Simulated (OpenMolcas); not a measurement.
# How methods differ on CH3ClFIn (SMILES [CH3][In]([F])[Cl])

CH3ClFIn has 7 atoms, charge 0, and is taken as a singlet. As SMILES, `[CH3][In]([F])[Cl]`. The coordinates come from a PBE0-D4/def2-TZVP relaxation.

Each level gives the dipole moment (D). The values are calculated.

```
                           level           kind     program  value (D)  CPU time
    HF/def2-SVP (core potential)   Hartree–Fock  OpenMolcas       4.27      14 s
 SVWN5/def2-SVP (core potential)            LDA  OpenMolcas       3.90      36 s
  BLYP/def2-SVP (core potential)            GGA  OpenMolcas       3.79      45 s
revPBE/def2-SVP (core potential)            GGA  OpenMolcas       3.83      43 s
 M06-L/def2-SVP (core potential)       meta-GGA  OpenMolcas       4.02      52 s
r2SCAN/def2-SVP (core potential)       meta-GGA  OpenMolcas       4.04      54 s
 BHLYP/def2-SVP (core potential)  global hybrid  OpenMolcas       4.14      34 s
  PBE0/def2-SVP (core potential)  global hybrid  OpenMolcas       4.03      40 s
```

The values span 3.79 to 4.27 D. Magnitudes only. CPU times are rough (shared hosts, several kinds of processor): they show what a rung costs within a factor of a few.

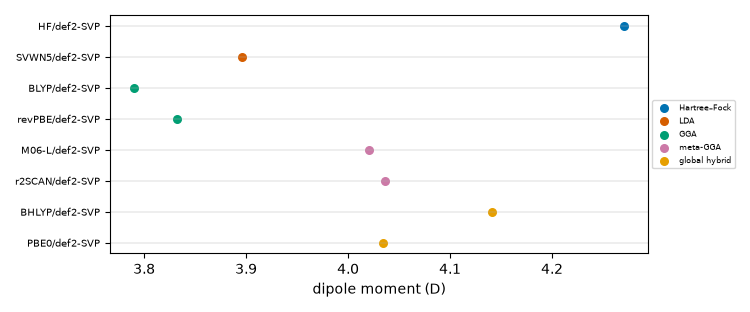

The values of the table, level by level.
